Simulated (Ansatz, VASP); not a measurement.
# Ti8C8F (F on TiC(001)) in two plane-wave programs, part 2 of 2

Wanted: the spread between two codes on one cell, functional and k mesh.

VASP 6.6.1 and Ansatz 0.2.0.

So far: Set-up; Ansatz: single point, PBEsol.

## (3) VASP: single point, PBEsol

Level of this step: PBEsol, no spin polarisation; plane waves and PAW (Ti_sv, C, F) (VASP).

The same cell, functional, mesh and smearing now go to VASP, with its own data sets and cutoff.

Lines of VASP's logs that name or quote its potential files are left out, and so is its time.

Input file INCAR:

```
SYSTEM = Ti8C8F
PREC = Normal
ENCUT = 400
EDIFF = 1E-06
NELM = 120
ISMEAR = 1
SIGMA = 0.1
LREAL = Auto
ALGO = Fast
GGA = PS
NBANDS = 160
LASPH = .TRUE.
LORBIT = 11
LWAVE = .FALSE.
LCHARG = .TRUE.
KPAR = 4
NCORE = 2
IDIPOL = 3
LDIPOL = .TRUE.
DIPOL = 0.5 0.5 0.475
LVHAR = .TRUE.
LVACPOTAV = .TRUE.
NEDOS = 1500
```

Input file POSCAR:

```
Ti8C8F
1.0
    6.0952604540      0.0000000000      0.0000000000
    0.0000000000      6.0952604540      0.0000000000
    0.0000000000      0.0000000000     24.3150000000
Ti C F
16 16 2
Selective dynamics
Direct
    0.0000000000      0.0000000000      0.3290150110  F F F
    0.0000000000      0.5000000000      0.3290150110  F F F
    0.5000000000      0.0000000000      0.3290150110  F F F
    0.5000000000      0.5000000000      0.3290150110  F F F
    0.2500000000      0.2500000000      0.4176434300  F F F
    0.2500000000      0.7500000000      0.4176434300  F F F
    0.7500000000      0.2500000000      0.4176434300  F F F
    0.7500000000      0.7500000000      0.4176434300  F F F
    0.0000000000      0.0000000000      0.5060972014  T T T
    0.0000000000      0.5000000000      0.5060972014  T T T
    0.5000000000      0.0000000000      0.5060972014  T T T
    0.5000000000      0.5000000000      0.5060972014  T T T
    0.2500000000      0.2500000000      0.6032828996  T T T
    0.2500000000      0.7500000000      0.5912357449  T T T
    0.7500000000      0.2500000000      0.5912357449  T T T
    0.7500000000      0.7500000000      0.6032828996  T T T
    0.2500000000      0.2500000000      0.3290150110  F F F
    0.2500000000      0.7500000000      0.3290150110  F F F
    0.7500000000      0.2500000000      0.3290150110  F F F
    0.7500000000      0.7500000000      0.3290150110  F F F
    0.0000000000      0.0000000000      0.4176434300  F F F
    0.0000000000      0.5000000000      0.4176434300  F F F
    0.5000000000      0.0000000000      0.4176434300  F F F
    0.5000000000      0.5000000000      0.4176434300  F F F
    0.2500000000      0.2500000000      0.5037760224  T T T
    0.2500000000      0.7500000000      0.5064042791  T T T
    0.7500000000      0.2500000000      0.5064042791  T T T
    0.7500000000      0.7500000000      0.5037760224  T T T
    0.0000000000      0.0000000000      0.5933227982  T T T
    0.0000000000      0.5000000000      0.5933227982  T T T
    0.5000000000      0.0000000000      0.5933227982  T T T
    0.5000000000      0.5000000000      0.5933227982  T T T
    0.2500000000      0.2500000000      0.6767269110  T T T
    0.7500000000      0.7500000000      0.6767269110  T T T
```

Input file KPOINTS:

```
Automatic mesh
0
Gamma
4 4 1
0 0 0
```

The projector-augmented-wave data sets are Ti_sv, C and F (PBE family, release 64).

Command:

```sh
$ mpirun -np 8 vasp_std
```

Numbers of over 12 decimals in the logs are rounded to 6 here.

What it wrote:

```text
[banner, memory and clock lines left out]
running    8 mpi-ranks, on    1 nodes
[...]
|                                                                             |
|               ----> ADVICE to this user running VASP <----                  |
|                                                                             |
|     You enforced a specific xc type in the INCAR file but a different       |
|     [... a line on the potential file left out ...]
|     I HOPE YOU KNOW WHAT YOU ARE DOING!                                     |
|                                                                             |

 LDA part: xc-table for (Slater+PW92), standard interpolation
 POSCAR, INCAR and KPOINTS ok, starting setup
[...]
entering main loop
       N       E                     dE             d eps       ncg     rms          rms(c)
DAV:   1     0.343508167235E+04    0.34351E+04   -0.12378E+05  2224   0.145E+03
DAV:   2     0.197730102011E+03   -0.32374E+04   -0.31417E+04  2168   0.501E+02
[...]
RMM:  44    -0.316608698127E+03   -0.10629E-05   -0.13730E-05  2309   0.865E-03    0.176E-03
RMM:  45    -0.316608698968E+03   -0.84068E-06   -0.11088E-05  2219   0.806E-03    0.192E-03
RMM:  46    -0.316608699665E+03   -0.69735E-06   -0.94024E-06  2242   0.751E-03
|                                                                             |
|           W    W    AA    RRRRR   N    N  II  N    N   GGGG   !!!           |
|           W    W   A  A   R    R  NN   N  II  NN   N  G    G  !!!           |
|           W    W  A    A  R    R  N N  N  II  N N  N  G       !!!           |
|           W WW W  AAAAAA  RRRRR   N  N N  II  N  N N  G  GGG   !            |
|           WW  WW  A    A  R   R   N   NN  II  N   NN  G    G                |
|           W    W  A    A  R    R  N    N  II  N    N   GGGG   !!!           |
|                                                                             |
|     Did not find any points to average over, which means that no vacuum     |
|     field-free region was found. Please increase the size of  your cell     |
|     in the dimension of the dipole correction to obtain accurate            |
|     workfunction values.                                                    |
|                                                                             |

   1 F= -.31660870E+03 E0= -.31660912E+03  d E =0.125479E-02
```

Parts of OUTCAR (step 3):

```text
  Total      -27.1354756    -27.1354756    -10.7228685      0.0000000      0.0000000      0.0000000
  in kB      -48.1270465    -48.1270465    -19.0179085      0.0000000      0.0000000      0.0000000
  external PRESSURE =     -38.4240005 kB  Pullay stress =       0.0000000 kB

 POSITION                                       TOTAL-FORCE (eV/Angst)
 -----------------------------------------------------------------------------------
      0.00000      0.00000      8.00000        -0.000000     -0.000000      1.465502
      0.00000      3.04763      8.00000        -0.000000      0.000000      1.465502
      3.04763      0.00000      8.00000        -0.000000      0.000000      1.465502
      3.04763      3.04763      8.00000        -0.000000     -0.000000      1.465502
      1.52382      1.52382     10.15500         0.000000      0.000000      0.407417
      1.52382      4.57145     10.15500        -0.000000      0.000000     -0.088753
      4.57145      1.52382     10.15500        -0.000000      0.000000     -0.088753
      4.57145      4.57145     10.15500         0.000000      0.000000      0.407417
      0.00000      0.00000     12.30575         0.000000      0.000000     -0.007495
      0.00000      3.04763     12.30575         0.000000      0.000000     -0.007495
      3.04763      0.00000     12.30575         0.000000      0.000000     -0.007495
      3.04763      3.04763     12.30575         0.000000     -0.000000     -0.007495
      1.52382      1.52382     14.66882         0.000000     -0.000000      0.008659
      1.52382      4.57145     14.37590        -0.000000      0.000000     -0.009173
[...]
-----------------------------------------------------------------------------------
    total drift:                                0.000000      0.000000      0.134517

  FREE ENERGIE OF THE ION-ELECTRON SYSTEM (eV)
  ---------------------------------------------------
  free  energy   TOTEN  =      -316.6086996651 eV

  energy  without entropy=     -316.6099544506  energy(sigma->0) =     -316.60911793

[... 3 further parts left out ...]
[key lines of the parts left out:]
E-fermi :  -0.3075
```

## (4) Differences

Known differences besides the PAW data sets themselves: the cutoff is 420 eV in Ansatz and 400 eV in VASP (PREC = Normal, projectors in real space); Ansatz makes its cores anew for this functional, VASP keeps those of its PBE data sets. Total energies have different zeros and are not compared.

Both answers:

```
                                   quantity  Ansatz  VASP  difference
 work function, lower of the two faces (eV)    4.25  4.24       +0.01
work function, higher of the two faces (eV)    7.34  7.37       -0.03
```

Forces on 10 of the 34 atoms, picked by the larger force of the two programs (eV/Å; atoms numbered as in POSCAR):

```
atom        Ansatz x, y, z          VASP x, y, z
 Ti1   0.000, 0.000, 1.484   0.000, 0.000, 1.466
 Ti2   0.000, 0.000, 1.484   0.000, 0.000, 1.466
 Ti3   0.000, 0.000, 1.484   0.000, 0.000, 1.466
 Ti4   0.000, 0.000, 1.484   0.000, 0.000, 1.466
 C17  0.000, 0.000, -1.055  0.000, 0.000, -1.077
 C18  0.000, 0.000, -0.746  0.000, 0.000, -0.763
 C19  0.000, 0.000, -0.746  0.000, 0.000, -0.763
 C20  0.000, 0.000, -1.055  0.000, 0.000, -1.077
 C23  0.000, 0.000, -0.719  0.000, 0.000, -0.720
 C24  0.000, 0.000, -0.719  0.000, 0.000, -0.720
```

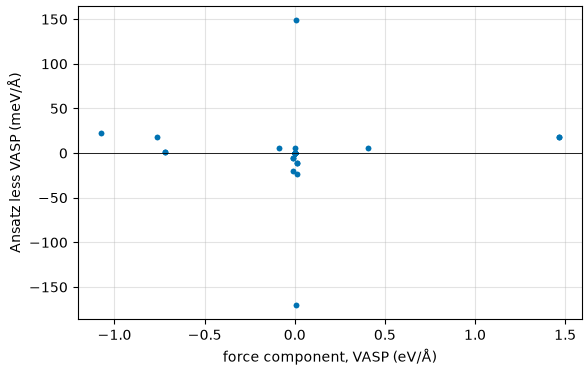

Difference of the force components against their size.

The forces differ by 33 meV/Å r.m.s., which is 8.6 % of the r.m.s. force of 0.38 eV/Å (both taken over all components, held atoms included).

## (5) Further runs

The difference is large enough to ask for its cause, so further runs change the set-up of one program at a time, as the table lists.

```
                                                           run  r.m.s. force difference (% of the r.m.s. force)
                                                      as above                                              8.6
cores kept as stored, as VASP does, whose cores stay as stored                                              7.8
                   norm-conserving potentials (cutoff 1143 eV)                                               11
```

## (6) Summary of results

| Property | Result |
| --- | --- |
| r.m.s. force difference (single point, PBEsol) | 8.6 % of the r.m.s. force |

**Reading.** The r.m.s. force difference is 8.6 % of the r.m.s. force (single point, PBEsol), beyond the 3 % picked in this series as the mark of a large difference. For single point, PBEsol: no further run halves the r.m.s. force difference; only Ansatz's side was varied. 1 further run on this material is not shown. Differences of this kind measure data sets and numerical settings, not the functional's error against experiment.

[Lines on the potential files, build, host, timing and source positions are cut from VASP's logs without a mark.]

[Logs are printed without paths, hosts, clocks, repeated set-up lines and the standing remarks that a program may print on its own settings, such as how far it seeks lower states.]

[Hosts, paths, dates, database ids (printed as entryN), source tags and the programs' standing remarks are cut or masked in the printed files.]
